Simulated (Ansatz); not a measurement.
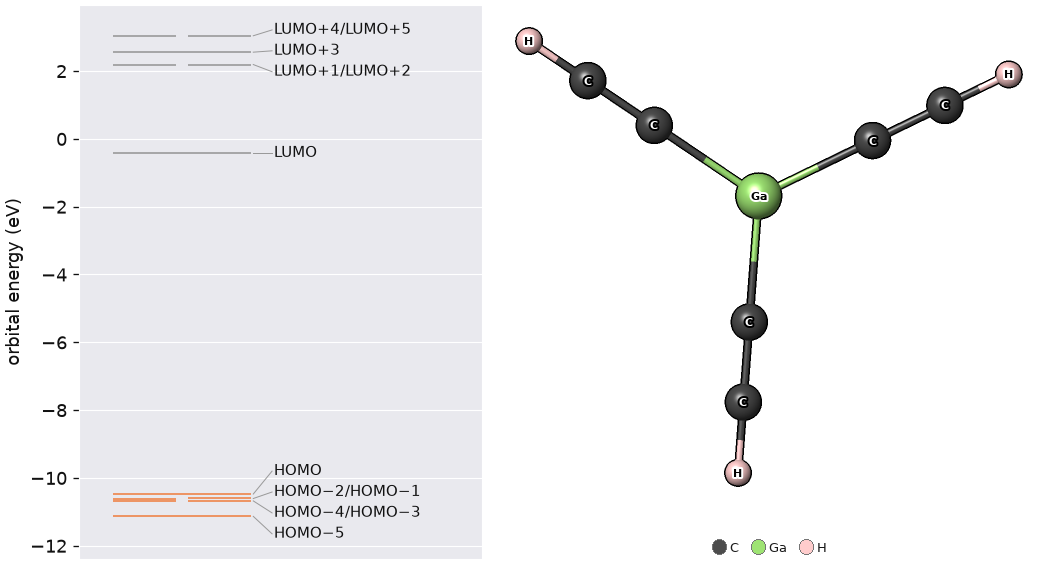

C₆H₃Ga, SMILES C#[C][Ga]([C]#C)[C]#C, singlet. Kohn-Sham orbital energies near the frontier, ωB97M-V/def2-TZVPP with the Ansatz code, at a PBE0-D4/def2-TZVP geometry (a minimum by its frequencies), isolated molecule; empty levels in grey, levels within 0.03 eV side by side.

Where do the frontier orbitals lie?

HOMO at −10.48 eV, LUMO at −0.42 eV, 10.06 eV apart.

How far below the HOMO does the next level lie?

0.13 eV.

Known limits of this run: no scalar relativity up to krypton; empty levels above zero depend strongly on the basis.
